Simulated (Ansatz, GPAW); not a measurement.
# WS3 (model structure): optical spectrum from first principles

Aim: the dielectric function of WS3 (model structure), and the optical constants that follow from it. The structure is a model built here, which may or may not match a known phase. It was built so: All O replaced by S in the Pm-3m structure of WO3. The cell is first relaxed with Ansatz.

Program: GPAW 26.7.0. Level of theory: DFT, LDA, plane-wave PAW (GPAW data sets), scalar-relativistic, RPA, optical limit. Results are calculated unless marked as measured.

## 1. The starting structure

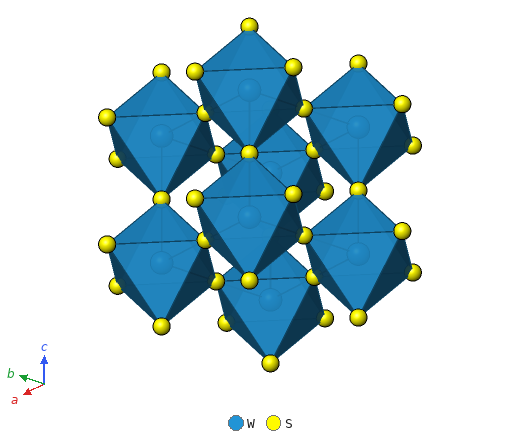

The cell as given, from a free direction (tungsten blue, sulfur yellow). Some periodic images of atoms are drawn too.

## 2. Relaxation

Spectra hang on bond lengths, so the cell is first brought to its minimum.

This step: DFT, LDA, plane-wave PAW, default files, scalar-relativistic, relaxation (Ansatz 0.2.0).

Contents of input.yaml:

```yaml
crystal:
  lattice:
    - [4.91951964, 0.0, 0.0]
    - [0.0, 4.91951964, 0.0]
    - [0.0, 0.0, 4.91951964]
  atoms:
    - { symbol: W, position: [0.0, 0.0, 0.0] }
    - { symbol: S, position: [0.5, 0.0, 0.0] }
    - { symbol: S, position: [0.0, 0.5, 0.0] }
    - { symbol: S, position: [0.0, 0.0, 0.5] }
kpoints:
  mp_grid: { grid: [5, 5, 5] }
scf:
  occupations: { method: fermi_dirac, width: 0.05 }
hamiltonian:
  xc: lda
output:
  forces: true
  stress: true
relax:
  f_tol: 0.02
  max_steps: 50
  cell: {}
```

Run with:

```bash
ansatz run input.yaml --threads 1 --pin off --max-ram 4096MiB --backend cpu --events-out ev --progress --plain --runs-dir out
```

Numbers of over 12 decimals in the logs are rounded to 6 here.

What it wrote:

```text
Engine: ansatz 0.2.0, aarch64-unknown-linux-gnu
Pseudopotentials: kind: paw
Pseudopotential: W, paw, valence charge 14, recommended cutoff 420 eV (normal), W.paw.azcp
Pseudopotential: S, paw, valence charge 6, recommended cutoff 420 eV (normal), S.paw.azcp
Functional definition: SPW92
  exchange = slater_x
  correlation = pw_c
Crystal: 4 atoms, lattice volume = 119.061 Å³
Basis set: ecut = 420 eV, 2325 PW (Γ)
Bands: 20, of which v1, the nominal top of the filled ones, is band 16 counted from 1 (15 counted from 0)
Symmetry: 48 space group operations
Space group: Pm-3m (ITA 221), of the structure as read, at distance tolerance 4.9e-5 Å
k-points: 10 of 125
Non-local potential: W, projectors of the file, l = 0: 3, l = 1: 2, l = 2: 2, l = 3: 1
Non-local potential: S, projectors of the file, l = 0: 2, l = 1: 2, l = 2: 2
PAW form: soft (Blöchl's): semilocal exchange-correlation on the pseudo side does not see the compensation charge
PAW frozen core: W, regenerated for the run's functional, and the local potential with it (the file was generated under x = pbe(κ = 0.804, μ = 0.219515), c = pbe(β = 0.066725))
PAW frozen core: S, regenerated for the run's functional, and the local potential with it (the file was generated under x = pbe(κ = 0.804, μ = 0.219515), c = pbe(β = 0.066725))
PAW one-centre angular grid: W, 590 points (default); XC on 64 Gauss nodes
PAW one-centre angular grid: S, 110 points (default); XC on 64 Gauss nodes
Initial density: superposition of atomic densities (neutral atoms: chi_scale 0, normalization atom), corrected by the library's trained network
Initial wavefunctions: pseudopotential atomic-orbital guess
Functional: x = slater, c = lda
SCF iter   1: F=—  HF=-12737.470692 eV  |F-HF|=—  |Δ(HF+E_count)|=         —  Δρ=1.50e-2  dr2=6.24e-1  ethr=1.77e-3  ⟨swp⟩=6.2  Hψ=2280  notcnv=0
automatic band count: the SCF goes on with 24 bands, as 20 were too few: the levels above may hold too much charge
preconditioner: auto → LDOS  [metal: Δε(μ)=0.002 eV  Ē_g=8.746 eV  σ=0.050 eV  W_gap=0.01  n_scr=18 (ndim 8)  ℏωp=16.7 eV  f_vac=0.187  D(μ)=8.22/eV (n_scr^D=80)  β→1.0]
SCF iter   2: F=—  HF=-12737.413029 eV  |F-HF|=—  |Δ(HF+E_count)|=   5.77e-2  Δρ=4.54e-3  dr2=4.09e-2  ethr=1.77e-3  ⟨swp⟩=2.0  Hψ=334  notcnv=0
SCF iter   3: F=—  HF=-12737.408651 eV  |F-HF|=—  |Δ(HF+E_count)|=   4.38e-3  Δρ=6.71e-4  dr2=1.13e-3  ethr=1.28e-4  ⟨swp⟩=2.0  Hψ=268  notcnv=0  defer=4
SCF iter   4: F=—  HF=-12737.408529 eV  |F-HF|=—  |Δ(HF+E_count)|=   1.22e-4  Δρ=7.99e-5  dr2=8.29e-6  ethr=3.53e-6  ⟨swp⟩=2.2  Hψ=301  notcnv=0  defer=4
SCF iter   5: F=—  HF=-12737.408533 eV  |F-HF|=—  |Δ(HF+E_count)|=   3.81e-6  Δρ=1.08e-5  dr2=1.79e-7  ethr=2.59e-8  ⟨swp⟩=2.2  Hψ=374  notcnv=0  defer=4
SCF iter   6: F=-12737.408533 eV  HF=-12737.408533 eV  |F-HF|=3.75e-9  |Δ(HF+E_count)|=   4.62e-8  Δρ=1.97e-6  dr2=5.35e-9  ethr=3.13e-10  ⟨swp⟩=4.9  Hψ=797  notcnv=0
SCF 1 converged in 6 iterations: F = -12737.408533 eV  dr2 = 5.35e-9
  greatest PAW one-centre occupation: 1.000 electrons in one spin orbital (limit 2), on the W atom at site 0 (counted from 0), in its partial waves of l = 0
relax step   1: F+E_penalty+E_count = -12737.40853303 eV  Δ(F+E_penalty+E_count) = +0.000e0 eV  max|allowed force component| = 1.372e-30 eV/Å  Δτ_max = 0.0000 Å  P = -13.413 GPa  Ω = 119.061 Å³  (6 SCF iters, dr2 threshold 1.00e-7 eV, accepted)
Crystal: 4 atoms, lattice volume = 102.483 Å³
Basis set: ecut = 420 eV, 2007 PW (Γ)
Bands: 24, of which v1, the nominal top of the filled ones, is band 16 counted from 1 (15 counted from 0)
Initial density: handed on by an earlier stage of this run
Initial wavefunctions: those handed on with the density
iter 1 solved again at ethr=7.17e-4 eV; its pass at ethr=3.10e-3 eV (dr2=2.29e-1 eV) is discarded
SCF iter   1: F=—  HF=-12738.448079 eV  |F-HF|=—  |Δ(HF+E_count)|=         —  Δρ=9.84e-3  dr2=2.31e-1  ethr=7.17e-4  ⟨swp⟩=1.3  Hψ=1374  notcnv=0
preconditioner: auto → LDOS  [metal: Δε(μ)=0.045 eV  Ē_g=9.651 eV  σ=0.050 eV  W_gap=0.22  n_scr=18 (ndim 8)  ℏωp=18.0 eV  f_vac=0.131  D(μ)=6.85/eV (n_scr^D=80)  β→1.0]
SCF iter   2: F=—  HF=-12738.393351 eV  |F-HF|=—  |Δ(HF+E_count)|=   5.47e-2  Δρ=3.11e-3  dr2=5.39e-3  ethr=7.17e-4  ⟨swp⟩=3.0  Hψ=432  notcnv=0
SCF iter   3: F=—  HF=-12738.392592 eV  |F-HF|=—  |Δ(HF+E_count)|=   7.59e-4  Δρ=8.17e-4  dr2=1.07e-3  ethr=1.68e-5  ⟨swp⟩=2.7  Hψ=391  notcnv=0
SCF iter   4: F=—  HF=-12738.392404 eV  |F-HF|=—  |Δ(HF+E_count)|=   1.89e-4  Δρ=3.08e-4  dr2=1.75e-4  ethr=3.36e-6  ⟨swp⟩=2.9  Hψ=431  notcnv=0
SCF iter   5: F=—  HF=-12738.392389 eV  |F-HF|=—  |Δ(HF+E_count)|=   1.49e-5  Δρ=7.15e-5  dr2=9.63e-6  ethr=5.47e-7  ⟨swp⟩=1.4  Hψ=240  notcnv=0
SCF iter   6: F=—  HF=-12738.392387 eV  |F-HF|=—  |Δ(HF+E_count)|=   1.43e-6  Δρ=1.67e-5  dr2=6.39e-7  ethr=3.01e-8  ⟨swp⟩=1.1  Hψ=242  notcnv=0
SCF iter   7: F=-12738.392387 eV  HF=-12738.392387 eV  |F-HF|=5.12e-9  |Δ(HF+E_count)|=   5.58e-8  Δρ=1.82e-6  dr2=6.90e-9  ethr=1.25e-9  ⟨swp⟩=4.5  Hψ=762  notcnv=0
SCF 2 converged in 7 iterations: F = -12738.392387 eV  dr2 = 6.90e-9
relax step   2: F+E_penalty+E_count = -12738.39238734 eV  Δ(F+E_penalty+E_count) = -9.839e-1 eV  max|allowed force component| = 4.520e-31 eV/Å  Δτ_max = 0.0000 Å  P = -4.102 GPa  Ω = 102.483 Å³  energy of the carried Pulay correction = +1.127e-3 eV  (7 SCF iters, dr2 threshold 4.00e-7 eV, accepted)
Crystal: 4 atoms, lattice volume = 96.572 Å³
Basis set: ecut = 420 eV, 1863 PW (Γ)
iter 1 solved again at ethr=2.07e-4 eV; its pass at ethr=3.10e-3 eV (dr2=6.62e-2 eV) is discarded
SCF iter   1: F=—  HF=-12738.452679 eV  |F-HF|=—  |Δ(HF+E_count)|=         —  Δρ=5.24e-3  dr2=6.61e-2  ethr=2.07e-4  ⟨swp⟩=1.6  Hψ=1357  notcnv=0
preconditioner: auto → LDOS  [metal: Δε(μ)=0.060 eV  Ē_g=9.963 eV  σ=0.050 eV  W_gap=0.29  n_scr=18 (ndim 8)  ℏωp=18.5 eV  f_vac=0.129  D(μ)=6.16/eV (n_scr^D=80)  β→1.0]
SCF iter   2: F=—  HF=-12738.438246 eV  |F-HF|=—  |Δ(HF+E_count)|=   1.44e-2  Δρ=1.60e-3  dr2=1.47e-3  ethr=2.07e-4  ⟨swp⟩=2.7  Hψ=422  notcnv=0
SCF iter   3: F=—  HF=-12738.438053 eV  |F-HF|=—  |Δ(HF+E_count)|=   1.93e-4  Δρ=2.63e-4  dr2=9.96e-5  ethr=4.59e-6  ⟨swp⟩=2.5  Hψ=344  notcnv=0
SCF iter   4: F=—  HF=-12738.438031 eV  |F-HF|=—  |Δ(HF+E_count)|=   2.24e-5  Δρ=9.11e-5  dr2=7.47e-6  ethr=3.11e-7  ⟨swp⟩=2.0  Hψ=356  notcnv=0
SCF iter   5: F=—  HF=-12738.438031 eV  |F-HF|=—  |Δ(HF+E_count)|=   1.94e-7  Δρ=1.65e-5  dr2=4.45e-7  ethr=2.33e-8  ⟨swp⟩=2.5  Hψ=361  notcnv=0
SCF iter   6: F=-12738.438031 eV  HF=-12738.438031 eV  |F-HF|=2.83e-9  |Δ(HF+E_count)|=   7.01e-8  Δρ=1.69e-6  dr2=3.56e-9  ethr=1.25e-9  ⟨swp⟩=4.0  Hψ=730  notcnv=0
SCF 3 converged in 6 iterations: F = -12738.438031 eV  dr2 = 3.56e-9
relax step   3: F+E_penalty+E_count = -12738.43803090 eV  Δ(F+E_penalty+E_count) = -4.564e-2 eV  max|allowed force component| = 2.547e-30 eV/Å  Δτ_max = 0.0000 Å  P = +1.981 GPa  Ω = 96.572 Å³  energy of the carried Pulay correction = +1.571e-3 eV  (6 SCF iters, dr2 threshold 4.00e-7 eV, accepted)
[...]
relax step   4: F+E_penalty+E_count = -12738.44831575 eV  Δ(F+E_penalty+E_count) = -1.028e-2 eV  max|allowed force component| = 6.541e-30 eV/Å  Δτ_max = 0.0000 Å  P = -0.138 GPa  Ω = 98.420 Å³  energy of the carried Pulay correction = +1.430e-3 eV  (5 SCF iters, dr2 threshold 4.00e-7 eV, accepted)
[...]
relax step   5: F+E_penalty+E_count = -12738.44837913 eV  Δ(F+E_penalty+E_count) = -6.338e-5 eV  max|allowed force component| = 4.478e-31 eV/Å  Δτ_max = 0.0000 Å  P = -0.004 GPa  Ω = 98.298 Å³  energy of the carried Pulay correction = +1.439e-3 eV  (4 SCF iters, dr2 threshold 4.75e-8 eV, accepted)
Initial wavefunctions: pseudopotential atomic-orbital guess (no wavefunctions were taken with the density)
iter 1 solved again at ethr=4.59e-7 eV; its pass at ethr=3.10e-3 eV (dr2=1.47e-4 eV) is discarded
SCF iter   1: F=—  HF=-12738.446979 eV  |F-HF|=—  |Δ(HF+E_count)|=         —  Δρ=1.55e-4  dr2=2.77e-6  ethr=4.59e-7  ⟨swp⟩=3.1  Hψ=1882  notcnv=0
preconditioner: auto → LDOS  [metal: Δε(μ)=0.067 eV  Ē_g=9.858 eV  σ=0.050 eV  W_gap=0.32  n_scr=18 (ndim 8)  ℏωp=18.3 eV  f_vac=0.136  D(μ)=4.92/eV (n_scr^D=32)  β→1.0]
SCF iter   2: F=—  HF=-12738.446984 eV  |F-HF|=—  |Δ(HF+E_count)|=   4.33e-6  Δρ=9.94e-6  dr2=5.35e-8  ethr=8.67e-9  ⟨swp⟩=2.2  Hψ=352  notcnv=0
SCF iter   3: F=—  HF=-12738.446984 eV  |F-HF|=—  |Δ(HF+E_count)|=   1.81e-8  Δρ=4.06e-6  dr2=2.58e-8  ethr=1.67e-10  ⟨swp⟩=2.0  Hψ=409  notcnv=0
SCF iter   4: F=—  HF=-12738.446984 eV  |F-HF|=—  |Δ(HF+E_count)|=   5.17e-9  Δρ=6.85e-7  dr2=4.21e-10  ethr=8.07e-11  ⟨swp⟩=2.1  Hψ=335  notcnv=0
SCF iter   5: F=-12738.446984 eV  HF=-12738.446984 eV  |F-HF|=3.64e-12  |Δ(HF+E_count)|=  1.42e-10  Δρ=4.71e-8  dr2=1.52e-12  ethr=1.00e-12  ⟨swp⟩=5.1  Hψ=876  notcnv=0
SCF 6 converged in 5 iterations: F = -12738.446984 eV  dr2 = 1.52e-12
relax step   6: F+E_penalty+E_count = -12738.44698356 eV  Δ(F+E_penalty+E_count) = +1.396e-3 eV  max|allowed force component| = 5.265e-31 eV/Å  Δτ_max = 0.0000 Å  P = -0.004 GPa  Ω = 98.298 Å³  stress off target by 4.29e-3 GPa  SCF on the basis re-selected at this cell (its energy is not comparable with the rows above)  (5 SCF iters)
basis re-selected at this cell: Δ(F+E_penalty+E_count) = +1.396e-3 eV, ΔP = -0.001 GPa vs the last step (what re-selecting the basis moved, of the pressure what is left beyond the Pulay correction that the steps carried, after the strain that the cell walked since its last selection, with what the two solves' SCF thresholds leave and, on support functions, any second-order correction that the steps lacked; it is no measure of the basis error at this ecutwfc). The dense FFT grid was sized anew with the basis: this SCF ran on 32×32×32 points, the steps before it on 36×36×36, so part of this shift can come from that change (see relax.cell in the input reference). [rest of the remark cut]
SCF converged after 5 iterations
Free energy (F): -12738.446984 eV
Harris-Foulkes:  -12738.446984 eV  (|F-HF|=3.64e-12)
Internal energy: -12738.407292 eV  (E = F + TS)
E sigma→0 (E₀):  -12738.427138 eV
Entropy (-TS):   -0.039692 eV (-9.923 meV/atom)
Fermi energy:    5.814284 eV
--- Per-component energies (eV) ---
  E_band       = -343.633615
  E_kinetic    = 772.531085
  E_local      = -2276.693454  (includes V_loc(G=0)·N_el)
  E_nonlocal   = 93.662277
  E_hartree    = 856.479906
  E_xc         = -552.066098
  E_vxc        = -499.763025  (∫ρ·V_xc dr)
  E_paw        = -10015.732771  (= ΣΔE_a)
  E_vpaw       = -146.330220  (= ΣTr[D̂ρ^β])
  E_aug_tail   = -0.000047  (compensation charges beyond the density's cutoff)
  E_ewald      = -1617.330936
  E_core_change = 0.742746  (= ΣΔE_core)
  E_smearing   = -0.039692  (= −TS)
  E_closure    = 0.000000  (closes the sum)
  Σ components = -12738.446984   (vs F -12738.446984, Δ=0.00e0)
--- Forces (eV/Å), atoms counted from 1 ---
  atom   1  W      0.00000000    -0.00000000    -0.00000000
  atom   2  S      0.00000000     0.00000000     0.00000000
  atom   3  S     -0.00000000     0.00000000     0.00000000
  atom   4  S      0.00000000     0.00000000     0.00000000
  max |Σ_I F_I| component: 7.86e-31 eV/Å
--- Stress (GPa, compression-positive) ---
       -0.004289      -0.000000       0.000000
       -0.000000      -0.004289       0.000000
        0.000000       0.000000      -0.004289
  P = ⅓ Tr σ = -0.0043 GPa (-0.043 kbar)
--- Relaxed structure (5 steps of the walk, 5 accepted, 1 SCFs on fresh bases) ---
  F+E_penalty+E_count = -12738.44698356 eV   max|allowed force component| = 5.265e-31 eV/Å   (the final SCF, on the basis selected at the relaxed cell)
  cell:  # Å, volume = 98.2979 Å³
    - [4.615103, 0, 0]
    - [0, 4.615103, 0]
    - [0, 0, 4.615103]
  atoms:
    - { symbol: W, position: [0, 0, 0] }
    - { symbol: S, position: [0.5, 0, 0] }
    - { symbol: S, position: [0, 0.5, 0] }
    - { symbol: S, position: [0, 0, 0.5] }
```

It took 6.9 s on 1 thread of Arm Neoverse V2, shared host; peak memory 0.33 GiB.

Step by step:

```
step  energy less that of the first step (eV)  largest force component (eV/Å)  pressure (GPa)  volume (Å³)
   1                                   0.0000                          0.0000          -13.41       119.06
   2                                  -0.9839                          0.0000           -4.10       102.48
   3                                  -1.0295                          0.0000            1.98        96.57
   4                                  -1.0398                          0.0000           -0.14        98.42
   5                                  -1.0398                          0.0000            0.00        98.30
  6*                                  -1.0385                          0.0000            0.00        98.30
```

Relaxation steps marked * repeat the geometry before them on a plane-wave basis chosen anew for their cell, so energy and pressure can jump there.

Forces are held to the 48 operations that the run works with; a distortion that breaks them can't arise in this run.

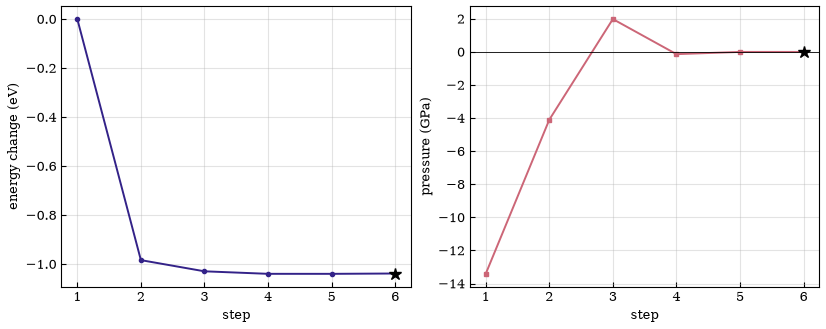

Energy and pressure along the relaxation. Stars mark steps on a basis chosen anew.

```
conventional cell, symmetrised  before  after   change
                         a (Å)   4.920  4.615   -6.2 %
                         b (Å)   4.920  4.615   -6.2 %
                         c (Å)   4.920  4.615   -6.2 %
              volume (Å³/atom)   29.77  24.57  -17.4 %
```

The relaxed structure:

```xyz
4
Lattice="4.6151 0.0000 0.0000 0.0000 4.6151 0.0000 0.0000 0.0000 4.6151" Properties=species:S:1:pos:R:3 pbc="T T T"
W     0.0000    0.0000    0.0000
S     2.3076    0.0000    0.0000
S     0.0000    2.3076    0.0000
S     0.0000    0.0000    2.3076
```

The relaxation ends with a pressure of 0.00 GPa.

(Part 1 of 3 ends here.)

[Machine, clock and banner lines and Python warnings are left out of the logs.]

[Logs are printed without paths, hosts, clocks, repeated set-up lines and the standing remarks that a program may print on its own settings, such as how far it seeks lower states.]

[Hosts, paths, dates, database ids (printed as entryN), source tags and the programs' standing remarks are cut or masked in the printed files.]
